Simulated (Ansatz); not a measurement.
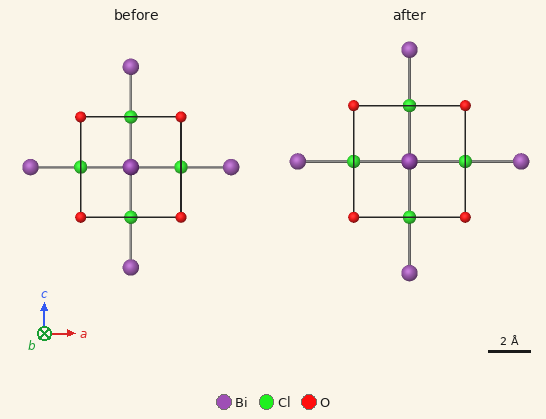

The structure of crystalline BiCl$_{3}$O (a generated structure, set up in Pm-3m) (coarse preliminary run) before (left) and after (right) a relaxation, at one scale.

A ball-and-stick model of the cell of the calculation, seen along the b axis.

Computed with Ansatz, DFT PBE, scalar-relativistic, plane waves, PAW. Set-up: plane-wave cutoff 420 eV; k-point mesh 4 × 4 × 4; occupations gaussian; smearing width 0.1 eV; no spin polarisation; cell and atoms relaxed; force threshold 0.04 eV/Å; at most 70 steps.

Q: Describe what moved and what it gained.

A: No atom moves by more than 0.005 Å relative to the cell. The drawn cell changes as follows: a = b = c 4.839 → 5.385 Å (+11.3 %); the volume changes by +37.8 %. Near-neighbour distances that change, for instance: Bi–Cl 2.419 → 2.692 Å. The space group stays Pm-3m (No. 221). After 4 accepted moves (6 points after the start) the energy has fallen by 402 meV per atom. All forces vanish by symmetry, so only the cell relaxes. Pressure: 19.97 GPa at the start and 0.29 GPa at the end. At 2 points the geometry stayed and the basis and grid were re-selected for the new cell (energy shift of 22.0 meV per atom at most each time).
